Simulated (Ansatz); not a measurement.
B₃H₆N₃ (SMILES B1NBNBN1)

Input file:

```
crystal:
  periodic: [false, false, false]
  atoms:
    - {symbol: B, position_ang: [-0.725589, -1.223232, 0.253643]}
    - {symbol: N, position_ang: [0.524172, -0.956613, 0.883313]}
    - {symbol: B, position_ang: [1.265111, 0.238618, 0.655503]}
    - {symbol: N, position_ang: [0.704958, 1.188451, -0.246434]}
    - {symbol: B, position_ang: [-0.539519, 0.984618, -0.909151]}
    - {symbol: N, position_ang: [-1.229157, -0.231814, -0.636832]}
    - {symbol: H, position_ang: [-1.326893, -2.236959, 0.463839]}
    - {symbol: H, position_ang: [0.899845, -1.642237, 1.516363]}
    - {symbol: H, position_ang: [2.313564, 0.436334, 1.198685]}
    - {symbol: H, position_ang: [1.210211, 2.040203, -0.423075]}
    - {symbol: H, position_ang: [-0.986623, 1.800589, -1.662597]}
    - {symbol: H, position_ang: [-2.110080, -0.397958, -1.093267]}
basis:
  gaussian: {orbitals: def2-TZVPP}
hamiltonian: {xc: pbe0, dispersion: d4}
output: {orbitals: {seedname: orbitals}}
```

Command:

```sh
ansatz run in.yaml --threads 4 --pin off --events-out ev --progress --plain --max-ram 10444MiB
```

Geometry: PBE0-D4/def2-TZVP.

All numbers below come from Ansatz, RKS PBE0-D4/def2-TZVPP.

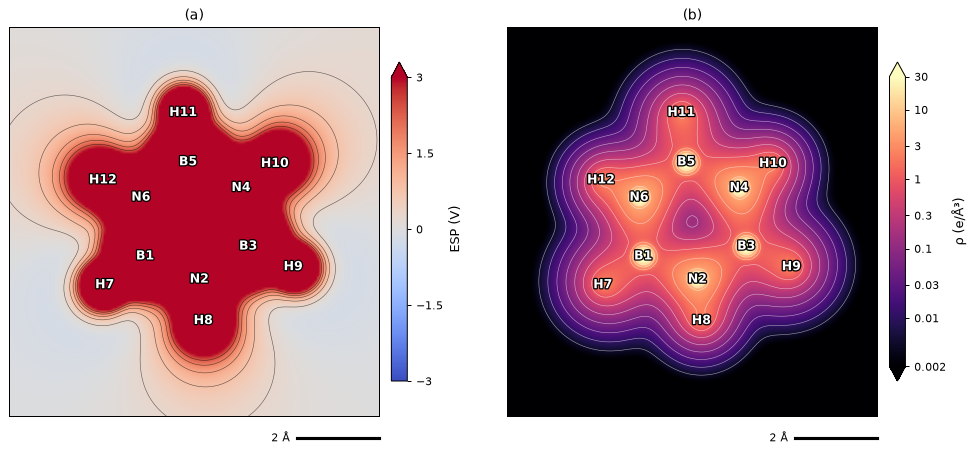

Figure 1. (a) electrostatic potential; (b) total electron density on the molecular plane.

> Interpret the plot.

Atoms in the plane: B, N and H. B–N (1.42 Å): the density is about 1.9 e/Å³ at the midpoint. N–H (1.01 Å): ρ at the midpoint is about 3 e/Å³. B–H (1.20 Å): ρ is about 1.3 e/Å³ halfway. The potential has no marked negative region in this plane.

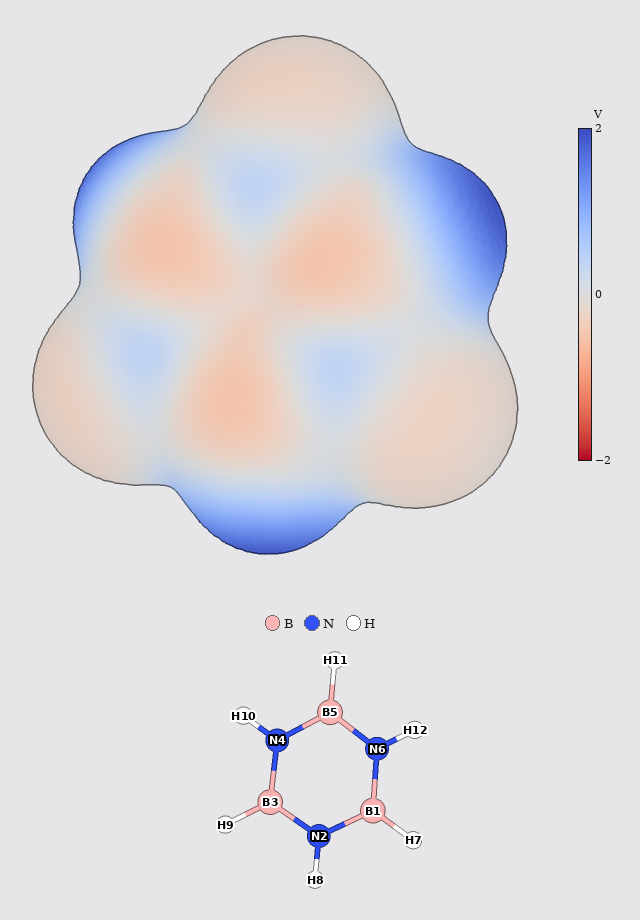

Figure 2. The electrostatic potential painted on the density surface at 0.002 e/bohr³, seen at a tilt; red is negative and blue positive. The bare structure is drawn below in the same view.

> Describe the electrostatic potential map.

The most negative region (about −0.5 V) lies over N2, N4 and N6, the most positive (about +1.8 V) over H8, H10 and H12.

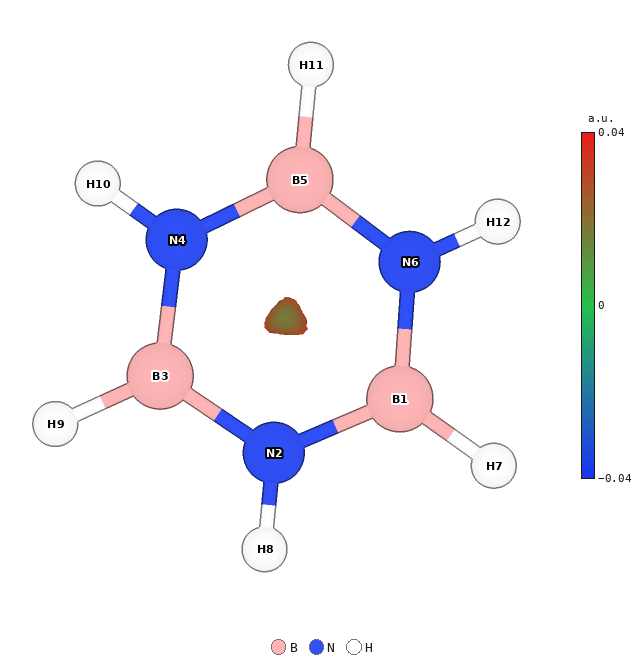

Figure 3. Non-covalent interaction (NCI) plot: the surface where the reduced density gradient is 0.5, for densities under 0.05 a.u., coloured by sign(λ₂)ρ; seen across its widest extent.

> What holds or crowds the atoms apart from the covalent bonds?

Inside the ring or cage of B1, N2, B3, N4, B5 and N6: steric crowding (red).
